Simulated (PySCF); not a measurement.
System: C₄H₁₃N₃OSi.

```yaml
atoms:
  - { symbol: C, position_ang: [2.6784, 1.2535, 1.3611] }
  - { symbol: N, position_ang: [1.7146, 0.8109, 0.6958] }
  - { symbol: C, position_ang: [1.9140, -0.1912, -0.3035] }
  - { symbol: C, position_ang: [0.9908, -1.4065, -0.0223] }
  - { symbol: N, position_ang: [-0.3302, -1.3018, -0.5702] }
  - { symbol: Si, position_ang: [-1.5041, -0.1458, -0.0153] }
  - { symbol: C, position_ang: [-1.8139, 1.2392, -1.2831] }
  - { symbol: N, position_ang: [-2.9782, -1.0320, 0.1265] }
  - { symbol: O, position_ang: [-0.9892, 0.4534, 1.4112] }
  - { symbol: H, position_ang: [2.4853, 1.9926, 2.1246] }
  - { symbol: H, position_ang: [3.7195, 0.9456, 1.2166] }
  - { symbol: H, position_ang: [2.9658, -0.5151, -0.3579] }
  - { symbol: H, position_ang: [1.6243, 0.2404, -1.2652] }
  - { symbol: H, position_ang: [1.4764, -2.3013, -0.4226] }
  - { symbol: H, position_ang: [0.9032, -1.5221, 1.0606] }
  - { symbol: H, position_ang: [-0.3530, -1.5275, -1.5511] }
  - { symbol: H, position_ang: [-2.1456, 0.8377, -2.2343] }
  - { symbol: H, position_ang: [-2.5793, 1.9238, -0.9333] }
  - { symbol: H, position_ang: [-0.9148, 1.8217, -1.4625] }
  - { symbol: H, position_ang: [-2.9728, -1.8502, 0.7139] }
  - { symbol: H, position_ang: [-3.8165, -0.5020, 0.2963] }
  - { symbol: H, position_ang: [-0.0850, 0.7960, 1.4139] }
```

Geometry: GFN2-xTB.

Theory: PBE0/pcSseg-1, SCF density, gas phase, non-relativistic in PySCF.

Question: What will maps of the electron density and electron localisation function show?

Answer: Si–N (1.73 Å): the density is about 1.1 e/Å³ at the midpoint; the ELF peaks at about 0.90 between the atoms; a shared but strongly polarised pair.
C–Si (1.90 Å): ρ is about 0.94 e/Å³ halfway; the ELF peaks at about 0.95 between the atoms: localised, covalent bonding.

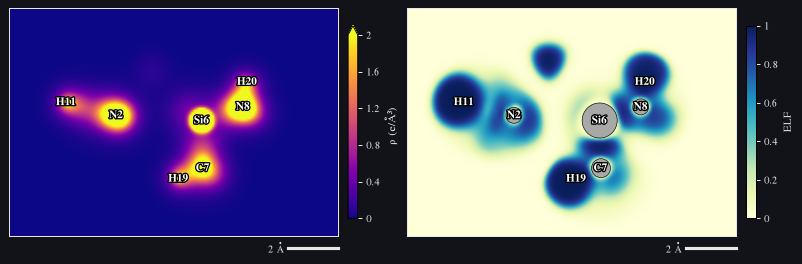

Computed electron density and electron localisation function on the plane of atoms C7, Si6 and N8, in this order. Grey discs cover the atomic cores in the ELF map. 
